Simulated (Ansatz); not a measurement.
**HInNO (SMILES [NH]1[O+]=[In-2]1) (charge −1): density, localisation and related maps**

Input

```
crystal:
  periodic: [false, false, false]
  atoms:
    - symbol: In
      position_ang: [0.333255, 1.439563, -0.754083]
    - symbol: "N"
      position_ang: [0.867760, -0.712053, -0.799138]
    - symbol: O
      position_ang: [-0.559302, -0.503983, -0.569517]
    - symbol: H
      position_ang: [1.243128, -0.961307, 0.129807]
basis:
  gaussian:
    orbitals: def2-TZVPD
hamiltonian:
  xc: pbe0
output: {forces: true, orbitals: {seedname: orbitals}}
total_charge: -1
```

Command:

```sh
ansatz run input.yaml --threads 1 --pin off --max-ram 2610MiB --events-out events.jsonl --progress --plain --runs-dir runs
```

Geometry: PBE0-D3(BJ)/def2-SVPD; core potentials replace the inner electrons of In; the highest occupied orbital lies above zero, a sign that basis and functional describe the outermost electron poorly.

Theory: isolated molecule in a Gaussian basis; Kohn-Sham density functional theory, functional PBE0 in Ansatz 0.2.0.

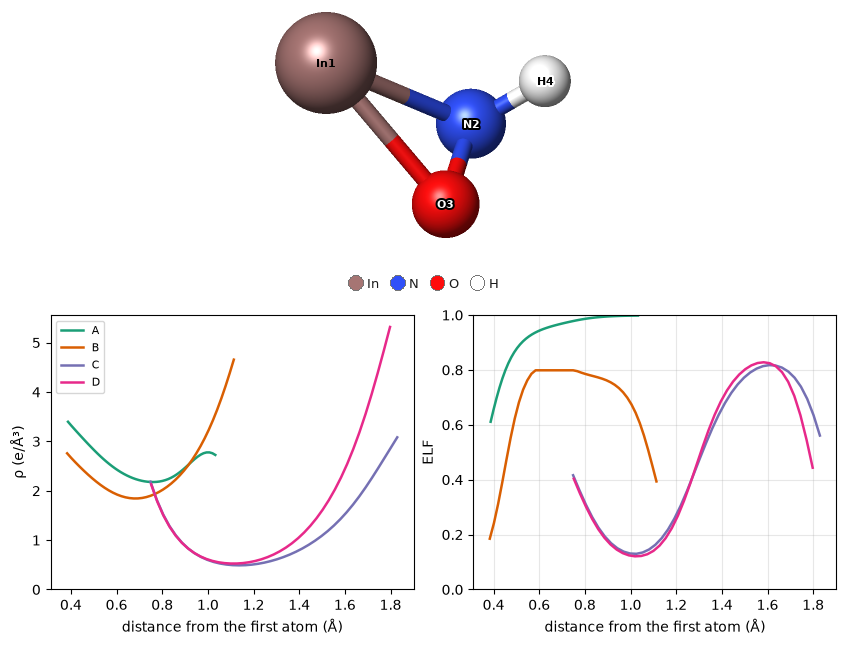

Figure 1. Electron density and electron localisation function along straight lines between neighbouring atoms. The curves leave out the atomic cores. The structure is drawn too.

### Which curve belongs to which contact (In–N, In–O, N–H and N–O)? The first atom named is at distance zero.

Curve A: N–H (1.03 Å): ρ is about 2.8 e/Å³ halfway; the ELF climbs to about 1 towards the hydrogen, as it does in any bond to H; an ordinary covalent bond to hydrogen. Curve B: N–O (1.46 Å): ρ is about 1.9 e/Å³ halfway; the ELF peaks at about 0.80 between the atoms; a shared electron pair. Curve C: In–N (2.22 Å): the density is about 0.49 e/Å³ at the midpoint; the ELF peaks at about 0.80 in the valence shell of N, 0.6 Å from its nucleus, and drops to about 0.15 between the two atoms. Curve D: In–O (2.15 Å): ρ is about 0.53 e/Å³ halfway; the ELF peaks at about 0.85 in the valence shell of O, 0.6 Å from its nucleus, and drops to about 0.10 between the two atoms.

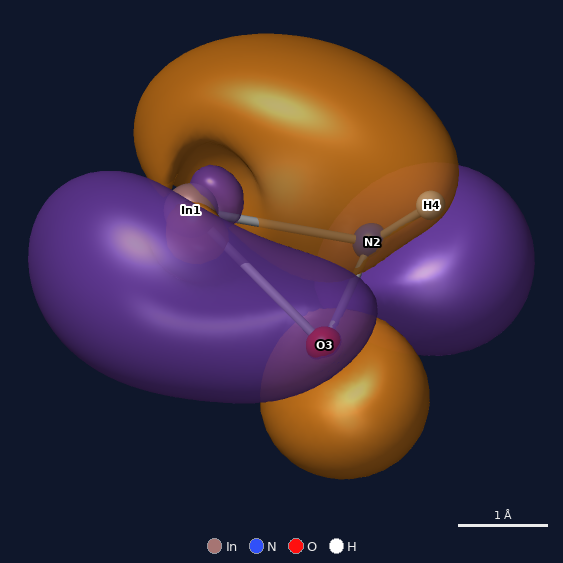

Figure 2. The HOMO at ±0.06 Å⁻³ᐟ² (orange and purple are the two phases), seen across its widest extent.

### Where does this orbital lie, and at what energy?

Its weight (Hirshfeld) is mainly on N2 (about 40 %), O3 (about 30 %) and In1 (about 25 %); π-antibonding (π*) across N2–O3. Its energy is 0.38 eV.
